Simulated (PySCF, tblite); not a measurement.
# C4H12N2Si2: geometry, infrared bands and NMR shifts

Aim: predict the infrared bands and NMR shifts of C4H12N2Si2 (`CC1=NN([SiH3])C[C@@H]1[SiH3]`).

The runs use tblite 0.8.0 and PySCF 2.14.0, with density-fitted response routines of our own; the level of theory stands in each step. All values are computed, except where a source is named. Atoms are numbered from 0 throughout.

**1. Starting geometry**

20 atoms, charge 0, multiplicity 1; geometry from: force field or distance geometry start.

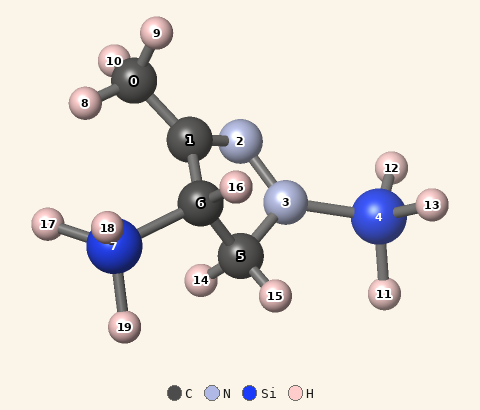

As it starts; carbon dark grey, nitrogen light blue, silicon blue, hydrogen pink, atoms numbered.

**2. Relaxing the molecule with GFN2-xTB**

What the job is given:

```
{"job": {"kind": "relax", "xc": "GFN2-xTB", "basis": "xTB"}, "charge": 0, "multiplicity": 1}
C     -1.375300     2.144500     0.027000
C     -0.416200     1.032700    -0.044800
N      0.795900     1.177900    -0.505300
N      1.491000    -0.017300    -0.460700
Si     3.247500    -0.319100    -0.369300
C      0.451900    -1.053300    -0.470400
C     -0.587200    -0.362700     0.385500
Si    -2.261900    -1.068200     0.054600
H     -2.400600     1.708100     0.015600
H     -1.237600     2.706100     0.983600
H     -1.309500     2.850100    -0.826800
H      3.529500    -1.489600    -1.219500
H      3.915200     0.847200    -0.959600
H      3.704600    -0.600600     0.981800
H      0.075700    -1.139800    -1.498900
H      0.804100    -2.000500    -0.007900
H     -0.349600    -0.460300     1.481300
H     -3.076600    -0.296800    -0.878800
H     -2.950300    -1.207100     1.358800
H     -2.055700    -2.440800    -0.459000
```

On the command line:

```console
$ OMP_NUM_THREADS=1 python probes_run.py task.json out
```

One launch serves the whole session: the jobs run in the order shown.

What it wrote:

```text
step      E/eV     max force
  0    -652.30133    3.099
  1    -652.51959    2.151
  2    -652.61413    0.726
  3    -652.65882    0.490
  4    -652.69802    0.309
  5    -652.71366    0.315
  6    -652.73507    0.319
  7    -652.75193    0.267
  8    -652.77065    0.330
  9    -652.78401    0.282
 10    -652.79248    0.167
 11    -652.79787    0.171
 12    -652.80365    0.197
 13    -652.81094    0.235
 14    -652.81892    0.235
 15    -652.82639    0.197
 16    -652.83314    0.185
 17    -652.83900    0.192
 18    -652.84346    0.152
 19    -652.84728    0.142
 20    -652.85167    0.151
 21    -652.85746    0.218
 22    -652.86476    0.230
 23    -652.87238    0.205
 24    -652.87856    0.154
 25    -652.88287    0.162
 26    -652.88615    0.140
 27    -652.88928    0.134
 28    -652.89304    0.167
 29    -652.89783    0.210
 30    -652.90332    0.206
 31    -652.90848    0.181
 32    -652.91247    0.155
 33    -652.91542    0.112
 34    -652.91794    0.115
 35    -652.92007    0.104
 36    -652.92159    0.087
 37    -652.92278    0.117
 38    -652.92399    0.076
 39    -652.92546    0.100
 40    -652.92721    0.096
 41    -652.92909    0.097
 42    -652.93049    0.103
 43    -652.93271    0.113
 44    -652.93508    0.129
 45    -652.93772    0.142
 46    -652.94020    0.113
 47    -652.94268    0.118
 48    -652.94532    0.138
 49    -652.94834    0.142
 50    -652.95148    0.141
 51    -652.95432    0.147
 52    -652.95692    0.120
 53    -652.95983    0.162
 54    -652.96353    0.209
 55    -652.96799    0.197
 56    -652.96870    0.243
 57    -652.97524    0.156
 58    -652.97800    0.130
 59    -652.98378    0.159
 60    -652.98615    0.151
 61    -652.99261    0.137
 62    -652.99578    0.136
 63    -652.99880    0.187
 64    -653.00196    0.205
 65    -653.00531    0.121
 66    -653.00980    0.144
 67    -653.01188    0.141
 68    -653.01676    0.133
 69    -653.02055    0.147
 70    -653.02367    0.152
 71    -653.02658    0.191
 72    -653.02977    0.174
 73    -653.03394    0.095
 74    -653.03610    0.068
 75    -653.03692    0.063
 76    -653.03761    0.066
 77    -653.03840    0.060
 78    -653.03923    0.065
 79    -653.04009    0.066
 80    -653.04087    0.055
 81    -653.04150    0.070
 82    -653.04202    0.050
 83    -653.04243    0.052
 84    -653.04285    0.051
 85    -653.04323    0.049
 86    -653.04383    0.073
 87    -653.04451    0.070
 88    -653.04528    0.064
 89    -653.04600    0.060
 90    -653.04661    0.049
 91    -653.04709    0.044
 92    -653.04746    0.047
 93    -653.04775    0.045
 94    -653.04804    0.038
 95    -653.04841    0.043
 96    -653.04877    0.034
 97    -653.04901    0.035
 98    -653.04913    0.026
 99    -653.04920    0.019
100    -653.04927    0.016
101    -653.04934    0.019
102    -653.04940    0.020
103    -653.04945    0.017
104    -653.04949    0.015
105    -653.04955    0.015
106    -653.04962    0.020
107    -653.04970    0.026
108    -653.04978    0.023
109    -653.04987    0.024
110    -653.04996    0.029
111    -653.05007    0.032
112    -653.05018    0.033
113    -653.05030    0.025
114    -653.05043    0.028
115    -653.05057    0.029
116    -653.05075    0.036
117    -653.05097    0.050
118    -653.05123    0.054
119    -653.05148    0.042
120    -653.05168    0.030
121    -653.05181    0.026
122    -653.05191    0.025
123    -653.05201    0.023
124    -653.05211    0.022
125    -653.05219    0.020
126    -653.05225    0.018
127    -653.05231    0.020
128    -653.05237    0.021
129    -653.05244    0.017
130    -653.05253    0.018
131    -653.05264    0.026
132    -653.05277    0.033
133    -653.05296    0.036
134    -653.05319    0.031
135    -653.05348    0.030
136    -653.05378    0.033
137    -653.05406    0.040
138    -653.05426    0.041
139    -653.05440    0.028
140    -653.05448    0.014
141    -653.05452    0.016
142    -653.05456    0.022
143    -653.05460    0.018
144    -653.05464    0.014
145    -653.05467    0.011
146    -653.05469    0.014
147    -653.05470    0.015
148    -653.05472    0.011
149    -653.05473    0.006
```

Wall time 1 s (1 thread of Arm Neoverse V2, shared host).

Relaxation path: (not every step is listed)

```
step  energy from step 0 (eV)  largest force (eV/Å)
   0                   0.0000                3.0986
   1                  -0.2183                2.1508
   2                  -0.3128                0.7256
   3                  -0.3575                0.4903
   4                  -0.3967                0.3086
   5                  -0.4123                0.3152
   6                  -0.4337                0.3192
   7                  -0.4506                0.2667
   8                  -0.4693                0.3304
  21                  -0.5561                0.2182
  34                  -0.6166                0.1150
  47                  -0.6413                0.1178
  60                  -0.6848                0.1509
  73                  -0.7326                0.0952
  86                  -0.7425                0.0729
  99                  -0.7479                0.0191
 112                  -0.7488                0.0325
 125                  -0.7509                0.0197
 138                  -0.7529                0.0411
 144                  -0.7533                0.0145
 145                  -0.7533                0.0108
 146                  -0.7534                0.0145
 147                  -0.7534                0.0152
 148                  -0.7534                0.0106
 149                  -0.7534                0.0061
```

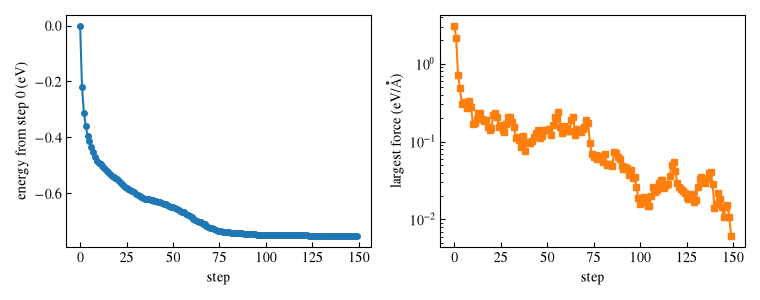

Energy and force, step by step.

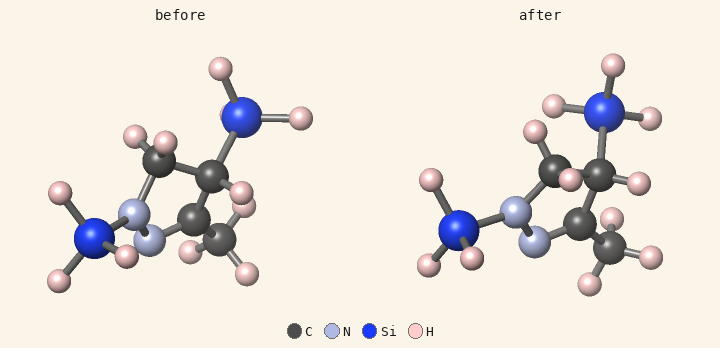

The geometry before (left) and after (right).

Close pairs (by a distance rule), those that changed most:

```
  bond  before (Å)  after (Å)  change (Å)
N3–Si4       1.785      1.722      -0.062
C6–Si7       1.847      1.909      +0.062
 C1–C6       1.470      1.514      +0.044
 C1–N2       1.305      1.271      -0.034
C6–H16       1.126      1.094      -0.032
 C0–H9       1.118      1.090      -0.028
 N2–N3       1.383      1.358      -0.025
 C0–H8       1.114      1.091      -0.024
```

The end geometry stands in the next job.

**3. Vibrational analysis with GFN2-xTB**

What the job is given:

```
{"job": {"kind": "ir", "xc": "GFN2-xTB", "basis": "xTB"}, "charge": 0, "multiplicity": 1}
C     -1.283125     2.129801     0.454040
C     -0.363015     0.990819     0.216556
N      0.781131     1.120631    -0.321714
N      1.405017    -0.080349    -0.436843
Si     3.035463    -0.210413    -0.976260
C      0.605486    -1.140130     0.180573
C     -0.708392    -0.442235     0.561255
Si    -2.215350    -1.075944    -0.424471
H     -2.178947     2.023624    -0.158675
H     -1.591727     2.155494     1.498970
H     -0.786160     3.062001     0.201038
H      3.087905    -1.425291    -1.798278
H      3.287896     1.016196    -1.714375
H      3.976375    -0.374757     0.144114
H      0.477795    -1.955525    -0.537822
H      1.130418    -1.542899     1.055096
H     -0.907384    -0.525919     1.633639
H     -2.022428    -0.770144    -1.841522
H     -3.423355    -0.420394     0.081163
H     -2.312752    -2.523887    -0.229220
```

What it wrote:

```text
mode    cm-1     km/mol
  1      37.9      0.03
  2      55.7      2.02
  3     106.0      2.06
  4     109.8      0.13
  5     135.0      1.01
  6     153.2      0.81
  7     185.6      0.13
  8     242.9      0.29
  9     308.6      0.27
 10     344.3      2.84
 11     448.6      2.81
 12     504.2     17.08
 13     532.0     47.51
 14     554.3     54.61
 15     559.7     59.02
 16     589.6     42.15
 17     637.8     32.44
 18     705.8     11.50
 19     732.9    175.00
 20     775.5    331.90
 21     781.1    604.02
 22     784.0    175.70
 23     792.2    143.72
 24     826.0    279.84
 25     878.8     22.82
 26     923.4     20.45
 27     990.7      8.30
 28    1013.7      4.45
 29    1020.4      7.57
 30    1068.0      5.90
 31    1108.4     10.80
 32    1141.0     47.41
 33    1157.5     12.53
 34    1173.0    295.42
 35    1233.1      9.15
 36    1290.9     45.94
 37    1328.7    157.18
 38    1394.7     28.60
 39    1467.4      6.48
 40    1469.6      4.47
 41    1500.9      0.95
 42    1696.0     30.39
 43    2172.5    399.76
 44    2221.7    241.79
 45    2260.5    318.10
 46    2263.0    292.00
 47    2282.1    260.98
 48    2346.0    261.90
 49    2881.3     49.31
 50    2918.7     63.93
 51    2932.9     50.13
 52    2986.1     28.98
 53    3004.7     34.87
 54    3057.1     14.70
```

It took 0.72 s on 1 thread of Arm Neoverse V2, shared host.

Which atoms move in the most intense modes:

```
cm⁻¹  km/mol                                   atoms
 776   331.9                      H18 43 %, H17 29 %
 781   604.0  H13 27 %, H12 23 %, H18 18 %, H19 14 %
 826   279.8                      H11 45 %, H13 42 %
1173   295.4     N3 36 %, H15 23 %, C1 15 %, N2 12 %
2172   399.8                                H13 89 %
2260   318.1                                H18 95 %
2263   292.0                                H19 95 %
2346   261.9                                H12 97 %
```

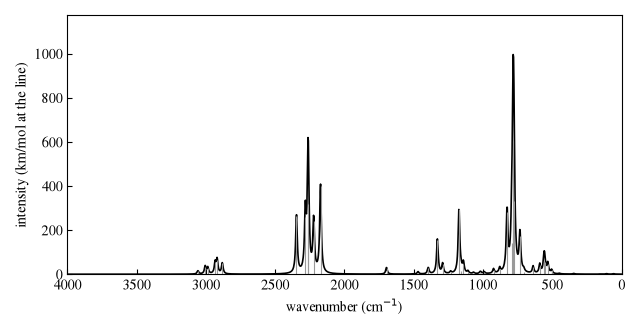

The infrared spectrum from these modes, unscaled. Lines are broadened to a width of 14 cm⁻¹ (Lorentzian).

**4. NMR shieldings: PBE0/pcSseg-1**

Same as in step 3 but for these lines:

```diff
@@ -1,2 +1,2 @@
-{"job": {"kind": "ir", "xc": "GFN2-xTB", "basis": "xTB"}, "charge": 0, "multiplicity": 1}
+{"job": {"kind": "nmr", "xc": "PBE0", "basis": "pcSseg-1"}, "charge": 0, "multiplicity": 1}
 C     -1.283125     2.129801     0.454040
```

Method: GIAO PBE0/pcSseg-1 NMR shielding, non-relativistic, gas phase.

What it wrote:

```text
coarse grid: 17160 points
cycle   1  E = -847.4088593022  dE =  9.139e-01  |g| = 3.497e-01  |ddm| = 4.118e+00
cycle   2  E = -847.4100876272  dE = -1.228e-03  |g| = 3.539e-01  |ddm| = 7.674e-01
cycle   3  E = -847.4387326879  dE = -2.865e-02  |g| = 9.938e-02  |ddm| = 4.432e-01
cycle   4  E = -847.4402819472  dE = -1.549e-03  |g| = 4.962e-02  |ddm| = 1.133e-01
cycle   5  E = -847.4408422707  dE = -5.603e-04  |g| = 9.358e-03  |ddm| = 5.074e-02
cycle   6  E = -847.4408611654  dE = -1.889e-05  |g| = 3.284e-03  |ddm| = 1.206e-02
cycle   7  E = -847.4408636464  dE = -2.481e-06  |g| = 4.056e-04  |ddm| = 2.989e-03
final grid: 155136 points
cycle   8  E = -847.4839410401  dE = -3.286e-05  |g| = 6.913e-03  |ddm| = 3.058e-02
cycle   9  E = -847.4839361413  dE =  4.899e-06  |g| = 8.211e-03  |ddm| = 1.535e-02
cycle  10  E = -847.4839530195  dE = -1.688e-05  |g| = 1.010e-03  |ddm| = 8.914e-03
cycle  11  E = -847.4839532097  dE = -1.902e-07  |g| = 4.230e-04  |ddm| = 1.180e-03
cycle  12  E = -847.4839532477  dE = -3.795e-08  |g| = 1.082e-04  |ddm| = 4.209e-04
cycle  13  E = -847.4839532503  dE = -2.627e-09  |g| = 2.541e-05  |ddm| = 1.077e-04
cycle  14  E = -847.4839532504  dE = -1.335e-10  |g| = 6.228e-06  |ddm| = 2.684e-05
converged SCF energy = -847.4839532504

GIAO shielding tensors (ppm)
atom      isotropic    diamagn.    paramagn.     s11        s22        s33       span
  0 C      169.273     248.336     -79.063    154.515    165.354    187.950     33.435
  1 C       40.391     257.493    -217.103    -50.035     70.041    101.166    151.201
  2 N     -105.435     324.913    -430.348   -369.148    -72.951    125.795    494.942
  3 N      144.007     330.852    -186.845     78.967     98.066    254.987    176.020
  4 Si     406.712     881.690    -474.978    371.056    378.838    470.241     99.185
  5 C      131.550     245.731    -114.181     94.079    132.298    168.273     74.194
  6 C      152.316     255.988    -103.672    120.500    155.279    181.169     60.669
  7 Si     418.411     880.553    -462.142    393.886    400.233    461.114     67.229
  8 H       29.834      29.514       0.320     25.102     29.222     35.177     10.075
  9 H       29.970      29.358       0.611     26.125     27.927     35.857      9.732
 10 H       29.330      28.783       0.547     24.932     27.739     35.320     10.388
 11 H       27.042      29.763      -2.722     23.378     25.845     31.902      8.524
 12 H       26.641      30.005      -3.364     23.279     25.548     31.096      7.818
 13 H       27.015      29.427      -2.412     23.284     25.102     32.659      9.375
 14 H       28.197      32.295      -4.098     23.391     28.754     32.445      9.054
 15 H       27.799      31.364      -3.565     22.267     27.748     33.381     11.114
 16 H       29.156      32.981      -3.824     25.657     27.461     34.351      8.694
 17 H       27.977      29.839      -1.862     24.802     26.771     32.356      7.554
 18 H       27.528      29.384      -1.856     23.504     26.292     32.789      9.285
 19 H       27.902      29.317      -1.416     24.571     25.813     33.321      8.749
```

Wall time 31 s (1 thread of Arm Neoverse V2, shared host); peak memory 1 GiB.

The references, computed at this level on geometries of the same kind, shield at (ppm): 1H TMS 31.72, 13C TMS 186.9, 29Si TMS 349.2, 15N NH3 267.7. Their shielding less the atom's gives the shift. The references are single molecules in the gas phase, so shifts against H2O, NH3, PH3, H3PO4 or CFCl3 are not on the usual liquid scales and can be off by tens of ppm. Atoms listed in one row are averaged.

```
        atoms                                        environment  σ (ppm)  δ (ppm)  δ scaled to CDCl3
           C1                                         C=N carbon     40.4    146.5              141.1
           C5                                sp3 CH2 bonded to N    131.6     55.4               52.1
           C6                                sp3 CH bonded to Si    152.3     34.6               31.9
           C0                                      methyl carbon    169.3     17.7               15.3
H11, H12, H13                  hydrogen on a silicon bonded to N    26.90     4.82                  –
          H15                 hydrogen on an sp3 CH2 bonded to N    27.80     3.92               3.80
H17, H18, H19                  hydrogen on a silicon bonded to C    27.80     3.91                  –
          H14                 hydrogen on an sp3 CH2 bonded to N    28.20     3.52               3.42
          H16                 hydrogen on an sp3 CH bonded to Si    29.16     2.56               2.52
  H8, H9, H10                        hydrogen on a methyl carbon    29.71     2.01               2.00
           N2                                     imine nitrogen   -105.4    373.2                  –
           N3  nitrogen bonded to C, N, Si, in a 5-membered ring    144.0    123.7                  –
          Si4                           silicon bonded to N, 3 H    406.7    -57.6                  –
          Si7                           silicon bonded to C, 3 H    418.4    -69.3                  –
```

The scaled column applies a straight-line fit of computed shieldings to shifts measured in CDCl3 (root-mean-square error 0.16 ppm for H, 1.9 ppm for C).

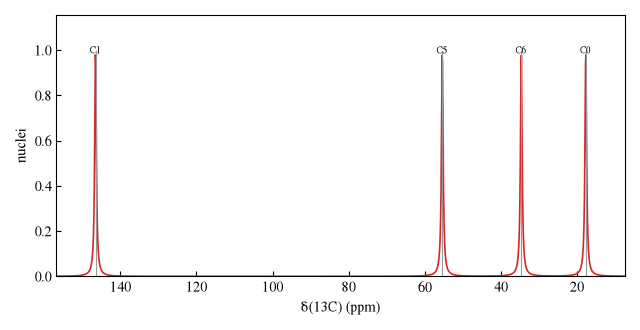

13C lines at the computed shifts, without couplings. Lines are broadened to a width of 0.52 ppm (Lorentzian).

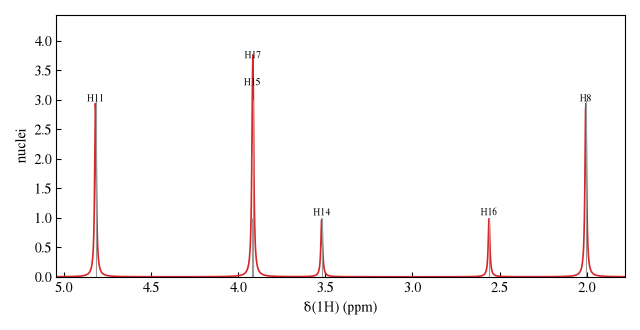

1H lines at the computed shifts, without couplings. Lines are broadened to a width of 0.01 ppm (Lorentzian).

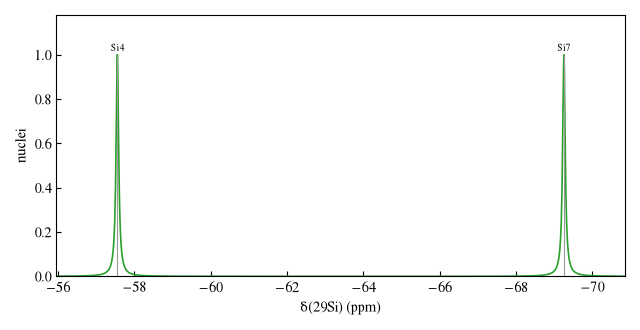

29Si lines at the computed shifts, without couplings. Lines are broadened to a width of 0.08 ppm (Lorentzian).

Charges from the same density, by scheme (e):

```
atoms  Mulliken    IAO  Hirshfeld  ESP fit
   C0     -0.16  -0.43      -0.12    -0.59
   C1      0.01   0.10       0.05     0.57
   N2     -0.19  -0.19      -0.12    -0.58
   N3     -0.63  -0.39      -0.13     0.00
  Si4      0.65   0.76       0.35     0.49
   C5      0.14  -0.17      -0.03    -0.12
   C6     -0.61  -0.41      -0.12    -0.20
  Si7      0.50   0.59       0.31     0.31
```

ESP fit charges:

C0 -0.59; C1 0.57; N2 -0.58; N3 0.00; Si4 0.49; C5 -0.12; C6 -0.20; Si7 0.31; H8 0.15; H9 0.13; H10 0.18; H11 -0.14; H12 -0.08; H13 -0.13; H14 0.07; H15 0.08; H16 0.09; H17 -0.07; H18 -0.09; H19 -0.08

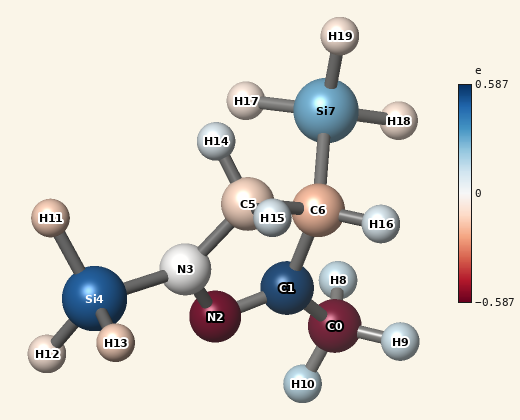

ESP fit charges, as colours on the atoms.

Mayer bond orders: C0–C1 1.07, C1–N2 1.82, N2–N3 1.06, N3–Si4 0.91, N3–C5 0.86, C5–C6 1.02, C6–Si7 0.85, C6–C1 0.93.

Ring of atoms C1, N2, N3, C5, C6: NICS(0) -2.5, NICS(1) -2.3, NICS(1)zz -2.1 ppm (means of both faces).

**5. Results**

| quantity | value |
| --- | --- |
| strongest single infrared mode (GFN2-xTB) | 781 cm⁻¹, 604 km/mol |
| zero-point energy (GFN2-xTB) | 91.6 kcal/mol |
| 13C shifts against TMS (PBE0/pcSseg-1) | 146.5, 55.4, 34.6, 17.7 ppm |
| 1H shifts against TMS (PBE0/pcSseg-1, means over atoms taken as alike) | 4.82, 3.92, 3.91, 3.52, 2.56, 2.01 ppm |
| 15N shifts against NH3 (PBE0/pcSseg-1) | 373.2, 123.7 ppm |
| 29Si shifts against TMS (PBE0/pcSseg-1) | -57.6, -69.3 ppm |

Relaxing lowered the energy by 0.753 eV in 149 steps; the close pair that moved most is N3–Si4, from 1.785 to 1.722 Å. No mode is imaginary among the 54: a minimum at this level. Unscaled tight-binding wavenumbers are off by several per cent, some by more. Its intensities can rank the bands wrongly. At PBE0/pcSseg-1: The widest tensor belongs to N2: span 495 ppm, with a paramagnetic part of -430 ppm.
